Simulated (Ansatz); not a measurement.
**Correcting a cheap level on N-containing molecules**

The atomisation enthalpy at 298 K in kJ/mol of 8 N-containing molecules: x at PBE0-D4/def2-TZVPP, y from tabulated heats of molecules and atoms (Active Thermochemical Tables, CRC Handbook of Chemistry and Physics, NIST-JANAF tables). Shapes, held fixed at every level: PBE0-D4/def2-TZVP. Flexible molecules stand in one conformer, not always the lowest. Computed values hold a harmonic thermal term (PBE0-D4/def2-TZVP) and the atoms' spin-orbit lowering. Programs: Ansatz 0.2.0.

| molecule | x (kJ/mol) | y (kJ/mol) |
| --- | --- | --- |
| NOF (nitrosyl fluoride) | 888 | 867 |
| NH3 (ammonia) | 1156 | 1172 |
| HNC (hydrogen isocyanide) | 1212 | ? |
| H3NO (hydroxylamine) | 1404 | 1419 |
| HOCN (cyanic acid) | 1675 | 1671 |
| CH5N (methylamine) | 2298 | 2300 |
| C2H3N (acetonitrile) | 2497 | 2486 |
| C2F3N (cyanotrifluoromethane) | 2662 | 2640 |

**Question.** Fit y = c + s·x to the known rows and predict y for HNC.

**Answer.** 
1. Means of the 7 rows: x = 1797.14, y = 1793.6.
2. Σ(Δx)² = 2895721, Σ(Δx·Δy) = 2873422, so the slope is 2873422/2895721 = 0.9923.
3. Intercept: 1793.6 − (0.9923) × 1797.14 = 10.3. The largest residual of the fit is 24.
4. HNC: 10.3 + 0.9923 × 1212 = 1213 kJ/mol.

The tabulated heats give 1215 kJ/mol, so the prediction is off by -2 kJ/mol, within the largest residual. Uncorrected, PBE0-D4/def2-TZVPP misses HNC by -3 kJ/mol, and the other rows by 13 on average. With references in doubt, neither the misses nor the line can be laid on the level alone. Left out in turn, the other rows are missed by 17 kJ/mol on average, worse than no correction. The heats of C2F3N (cyanotrifluoromethane) come from older tables and can be uncertain by 10 kJ/mol or more. The tabulated value of NOF is in doubt (older tables, estimates, or at odds with other calculations) and kept here.

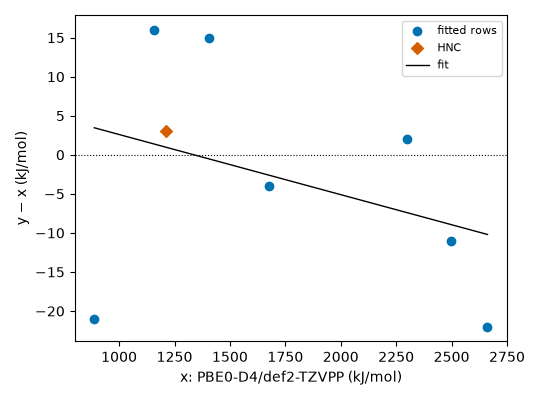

The correction y − x against x, with the fitted line and the withheld molecule.
